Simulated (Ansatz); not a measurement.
# CHClFGeN (SMILES N#[C][GeH]([F])[Cl]): CAM-B3LYP/cc-pVDZ

Aim: the energy change on altering one bond length of CHClFGeN at CAM-B3LYP/cc-pVDZ, from 2 runs. 

Program for the calculation: Ansatz 0.2.0.

154 further runs of the same task are left out: 1 that didn't finish, 153 set aside as unsound or not needed.

**1. Starting point**

CHClFGeN has 6 atoms, charge 0, and is taken as a singlet. SMILES: `N#[C][GeH]([F])[Cl]`. The shape is that of a PBE0-D4/def2-TZVP optimisation.

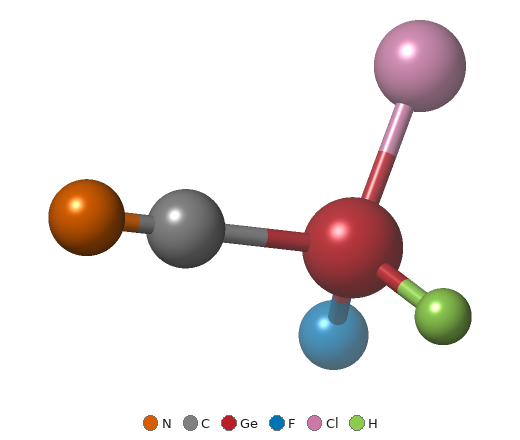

The structure, seen from a chosen angle (nitrogen orange, carbon grey, germanium red, fluorine blue, chlorine pink, hydrogen green).

**2. A single-point energy at CAM-B3LYP/cc-pVDZ**

Contents of job.yaml:

```yaml
crystal:
  periodic: [false, false, false]
  atoms:
    - {symbol: N, position_ang: [-1.036900, -2.307000, 0.030700]}
    - {symbol: C, position_ang: [-0.544000, -1.267300, 0.040100]}
    - {symbol: Ge, position_ang: [0.237100, 0.477900, 0.107700]}
    - {symbol: F, position_ang: [1.896000, 0.253800, -0.276600]}
    - {symbol: Cl, position_ang: [-0.627600, 1.648100, -1.423900]}
    - {symbol: H, position_ang: [0.117300, 1.130400, 1.475800]}
basis:
  gaussian:
    orbitals: cc-pVDZ
hamiltonian:
  xc: {name: CAM-B3LYP}
accuracy: high
output: {orbitals: {seedname: orbitals}}
```

Run with:

```sh
$ ansatz run job.yaml --threads 1 --pin off --max-ram 3480MiB --events-out events.jsonl --progress --plain --runs-dir runs
```

The program printed:

```text
Warning: RAYON_NUM_THREADS=1 ignored (pool sized by the plan → 1); use --threads N
Functional definition: CAM-B3LYP
  name "CAM-B3LYP"
  parameter alpha = 0.19
  parameter beta = 0.46
  parameter omega = 0.33/bohr
  parameter ac = 0.81
  exchange = (1 - alpha - beta)*b88_x + beta*b88_x_sr(omega) + alpha*exact_x + beta*exact_x_lr(omega)
  correlation = (1 - ac)*vwn5_c + ac*lyp_c
2015 factors; integrals over basis functions are off by at most 4.4e-9 eV
391 factors; integrals over basis functions are off by at most 1.7e-9 eV
mean field evaluation 1: about -74298.6182 eV, gradient 4.8e1 eV
mean field evaluation 2: about -74292.9374 eV, gradient 7.4e1 eV
mean field evaluation 4: about -74303.3780 eV, gradient 3.4e0 eV
mean field evaluation 8: about -74303.5256 eV, gradient 3.2e-1 eV
mean field evaluation 16: about -74303.5259 eV, gradient 3.9e-5 eV
mean field -74303.52586654 eV, -2730.6042108565 hartree, gradient 4.4e-8 eV, S^2 0.000000; 0 other end points of the search recorded, 0 dependent functions left out
reference -74303.52588453 eV, -2730.6042115176 hartree; 36, 36 occupied and 56, 56 virtual orbitals, 2015 factors
Total energy: -74303.52588453 eV, -2730.6042115176 hartree
```

Wall time 13 s (1 thread of Arm Neoverse V1, shared host); peak memory 0.41 GiB.

**3. The distorted shape, same level**

Contents of job.yaml:

```yaml
crystal:
  periodic: [false, false, false]
  atoms:
    - {symbol: "N", position_ang: [-2.363995, -2.127723, 0.338134]}
    - {symbol: C, position_ang: [-1.871095, -1.088023, 0.347534]}
    - {symbol: Ge, position_ang: [-1.089995, 0.657177, 0.415134]}
    - {symbol: F, position_ang: [1.896000, 0.253800, -0.276600]}
    - {symbol: Cl, position_ang: [-1.954695, 1.827377, -1.116466]}
    - {symbol: H, position_ang: [-1.209795, 1.309677, 1.783234]}
basis:
  gaussian:
    orbitals: cc-pVDZ
output: {orbitals: {seedname: orbitals}}
magnetization:
  spin_polarized: false
accuracy: high
hamiltonian:
  xc: {name: CAM-B3LYP}
```

Run with:

```sh
$ ansatz run job.yaml --threads 1 --pin off --max-ram 3480MiB --events-out events.jsonl --progress --plain --runs-dir runs
```

The program printed, cut to the lines that bear on the results:

```text
Warning: RAYON_NUM_THREADS=1 ignored (pool sized by the plan → 1); use --threads N
[... 2 set-up lines as earlier in the session ...]
[...]
1950 factors; integrals over basis functions are off by at most 8.4e-9 eV
413 factors; integrals over basis functions are off by at most 1.9e-9 eV
[...]
mean field -74298.42933633 eV, -2730.4169168259 hartree, gradient 5.1e-8 eV, S^2 0.000000; 0 other end points of the search recorded, 0 dependent functions left out
reference -74298.42935500 eV, -2730.4169175120 hartree; 36, 36 occupied and 56, 56 virtual orbitals, 1950 factors
Total energy: -74298.42935500 eV, -2730.4169175120 hartree
```

Run time: 13 s. Hardware: 1 thread of Arm Neoverse V1, shared host; peak memory 0.4 GiB.

**4. Summary of results**

Level: CAM-B3LYP/cc-pVDZ.

| quantity | value |
| --- | --- |
| first shape: total energy | -2730.60421 Eh |
| first shape: HOMO energy | -11.26 eV |
| first shape: LUMO energy | -0.16 eV |
| first shape: HOMO–LUMO gap | 11.10 eV |
| distorted shape: total energy | -2730.41692 Eh |
| distorted shape: HOMO energy | -9.38 eV |
| distorted shape: LUMO energy | -4.29 eV |
| distorted shape: HOMO–LUMO gap | 5.09 eV |
| energy change with the Ge3–F4 bond stretched from 1.718 to 3.092 Å | 5.097 eV |

With the Ge3–F4 bond stretched from 1.718 to 3.092 Å the energy rises by 5.10 eV (118 kcal/mol). The first shape isn't relaxed at this level, so the change isn't measured from a minimum. A restricted reference can't describe the breaking bond well at this length.
